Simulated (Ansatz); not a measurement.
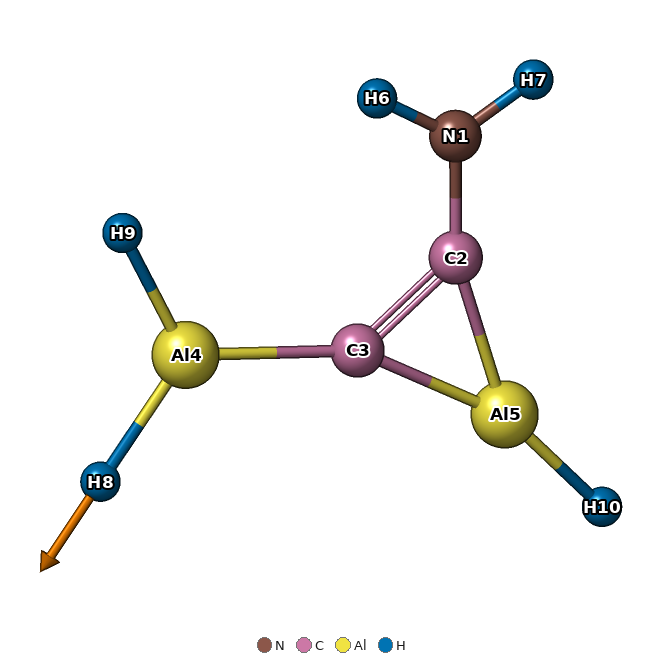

The arrows show one normal mode. Harmonic vibrations computed with RKS PBE0-D4/def2-TZVP (Ansatz 0.2.0) at a stationary point of the same level.

### Describe the motion.

Mostly Al–H stretching.

### At what wavenumber does it lie?

1910 cm⁻¹; it is mode 21 of 24 counted from the lowest.
